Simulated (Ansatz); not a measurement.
C2H6AlF···H2

Input file:

```
crystal:
  periodic: [false, false, false]
  atoms:
    - { symbol: Al, position_ang: [0.0, 0.0, 0.0] }
    - { symbol: F, position_ang: [0.0, 0.0, 2.04] }
    - { symbol: C, position_ang: [1.706, 0.0, -0.985] }
    - { symbol: H, position_ang: [2.0356, -1.0462, -1.1552] }
    - { symbol: H, position_ang: [1.5695, 0.508, -1.9624] }
    - { symbol: H, position_ang: [2.4756, 0.5381, -0.3932] }
    - { symbol: C, position_ang: [-1.706, 0.0, -0.985] }
    - { symbol: H, position_ang: [-2.2662, -0.9305, -0.7558] }
    - { symbol: H, position_ang: [-2.3102, 0.8797, -0.6796] }
    - { symbol: H, position_ang: [-1.5043, 0.0508, -2.0753] }
    - { symbol: H, position_ang: [0.0834, 1.7631, 0.5865] }
    - { symbol: H, position_ang: [0.0624, 1.3199, 1.5347] }
basis:
  gaussian: { orbitals: "6-31G*" }
hamiltonian:
  xc: b3lyp
  dispersion: d4
relax:
  f_tol: 0.15
  max_steps: 25
  restrain:
    - { distance: [0, 10], at: 2.76, k: 30.0 }
    - { distance: [11, 1], at: 2.12, k: 30.0 }
    - { distance: [0, 1], at: 1.69, k: 30.0 }
    - { distance: [11, 10], at: 0.66, k: 30.0 }
output:
  orbitals: {}
```

Run with:

```sh
ansatz run input.yaml --threads 1 --pin off --max-ram 2048MiB --backend cpu --events-out ev --progress --plain --runs-dir out
```

The fields are those of the run's last geometry, not of the input's.

Not at a stationary point (largest force 1.6 eV/Å).

These are results of RKS B3LYP-D4/6-31G* in Ansatz, not measurements.

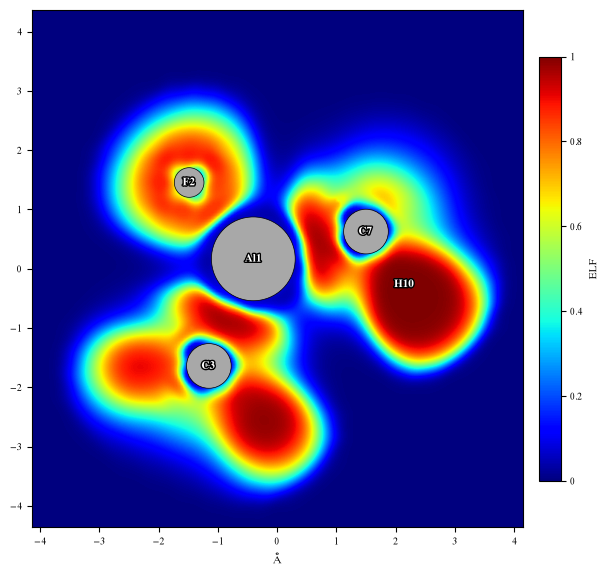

Figure 1. Electron localisation function on the plane of atoms C3, Al1 and C7. Grey discs cover the atomic cores.

Q: Read the bonding off the picture.

A:
- Atoms in the plane: Al, F, C and H.
- Al–F (1.68 Å): the ELF peaks at about 0.85 in the valence shell of F, 0.6 Å from its nucleus, and is about 0.25 at the midpoint.
- C–Al (1.96 Å): the ELF peaks at about 0.95 between the atoms: a shared but strongly polarised pair.
- C–H (1.10 Å): the ELF climbs to about 1 towards the hydrogen, as it does in any bond to H; a covalent bond by its length.
- The ELF also peaks beside F2, away from the bonds: lone-pair regions.

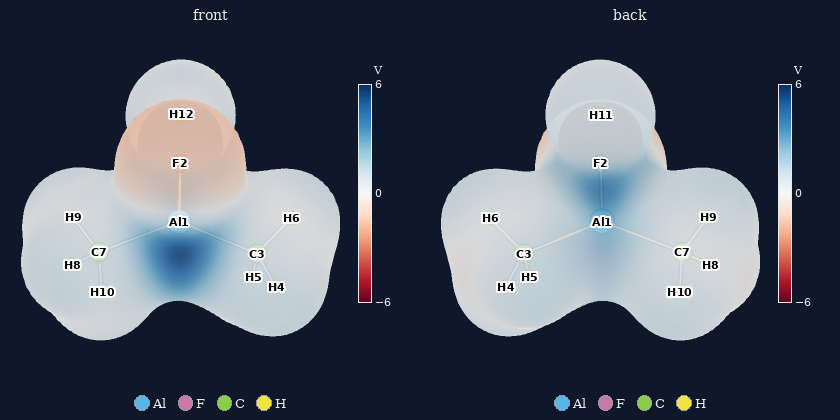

Figure 2. The molecular electrostatic potential painted on the density surface at 0.004 e/bohr³, seen from the front and from behind; red is negative and blue positive.

Q: Where is the surface potential most negative and most positive?

A: The most negative region (about −1.6 V) lies over F2, the most positive (about +4.9 V) over Al1.

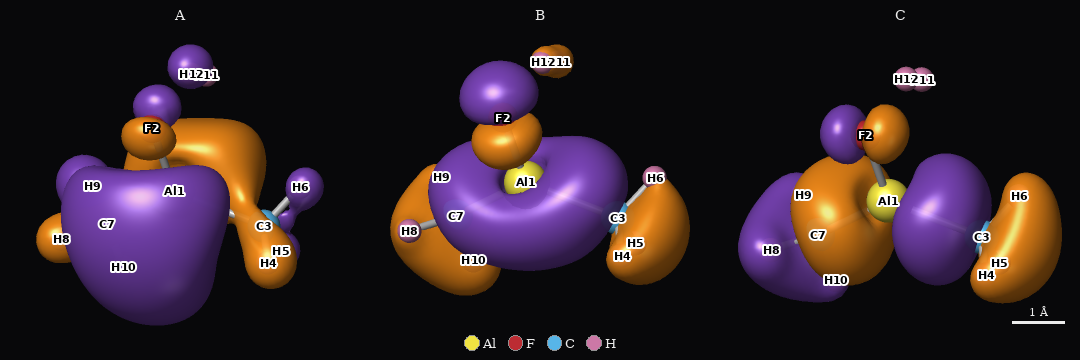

Figure 3. Three frontier orbitals at ±0.08 Å⁻³ᐟ² (orange and purple are the two phases), in no order.

Q: Which picture is the HOMO−1, the HOMO and the LUMO?

A: B is the HOMO−1 (−9.13 eV). By Hirshfeld shares it lies mainly on Al1 (about 25 %), C3 (about 25 %), C7 (about 20 %) and F2 (about 15 %). C is the HOMO (−7.46 eV). Its weight (Hirshfeld) is mainly on C7 (about 30 %), C3 (about 30 %) and Al1 (about 20 %). A is the LUMO (−0.26 eV). Its weight (Hirshfeld) is mainly on Al1 (about 65 %), C7 (about 5 %) and C3 (about 5 %).

Q: What is the HOMO–LUMO gap?

A: 7.20 eV between the orbital energies.
